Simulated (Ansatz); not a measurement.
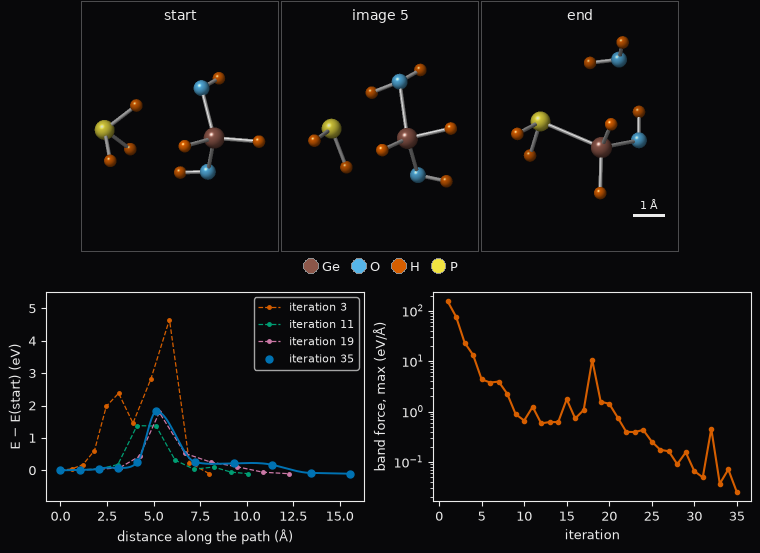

NEB run on GePH7O2, made up at the start of GeH$_{4}$O$_{2}$ and PH$_{3}$. Images are numbered from 0 (start) to 10 (end). The plot follows the band through its iterations. Style: ball-and-stick. Shown at a tilt.

Method: Ansatz 0.2.0, RKS r2SCANh-D4/def2-SVP. Settings: 9 movable images; climbing image; force threshold 0.03 eV/Å; iteration limit 60; starting path through a guess of the saddle point.

How did the profile develop, and is the result final?

Answer. The result is final at these settings. The band converged in 35 iterations. The largest component of the band force went from 150 to 0.025 eV/Å. The climbing image converged on the top of the path. Its vibrational analysis gives one imaginary mode (783i cm⁻¹), as a transition state must have. The first iteration put the highest image at 36.06 eV. The energy climbs by 1.83 eV to image 5 and then falls by 1.93 eV, so the end point sits at −0.10 eV.

Limits of the set-up: the start holds two separate molecules, 2.3 Å apart at their closest, whose relative position is a soft coordinate.

The run took 11 min on 4 threads of Arm Neoverse V2, with other jobs on the host, peak memory 0.31 GiB.
